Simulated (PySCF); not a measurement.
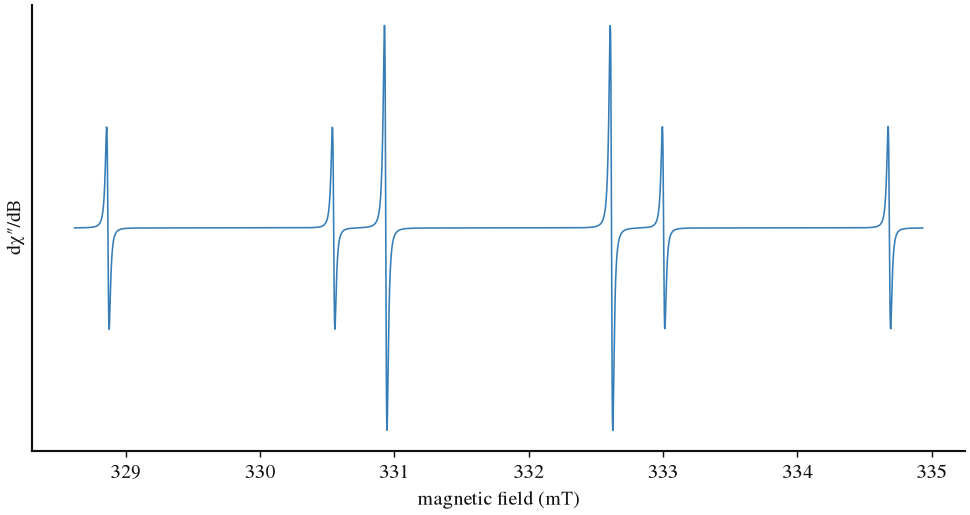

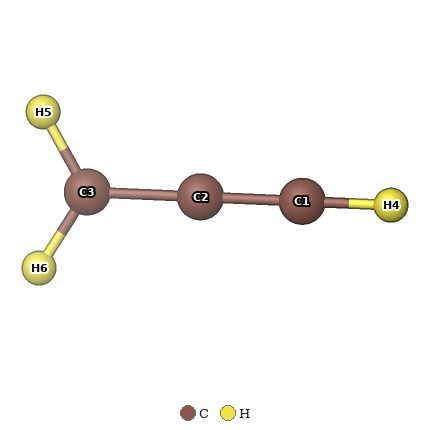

First-order isotropic EPR spectrum (fast tumbling, first derivative) of C₃H₃ (propargyl), SMILES C#C[CH2], doublet at 9.30 GHz, Lorentzian lines of 0.03 mT full width at half height, from computed g and hyperfine couplings (CAM-B3LYP/pcH-1 (IGLO-III on C), PySCF, at a PBE0-D3(BJ)/def2-SVP geometry (no frequency check), gas phase); values of one conformer, averaged over methyl-type rotors alone; no vibrational averaging; dilute isotopes left out. The SMILES is one Lewis form and needn't show where the spin sits.

**Which couplings does the calculation give? The spectrum shows the sizes of those above the line width, not their signs.**

| nuclei | isotope | a (mT) | a (MHz) |
| --- | --- | --- | --- |
| H5, H6 | ¹H | −2.07 | −58.0 |
| H4 | ¹H | −1.68 | −47.1 |

**What is the g value, and how wide is the spectrum?**

g_iso = 2.0028, which centres the spectrum at 331.8 mT; it spans 5.8 mT.
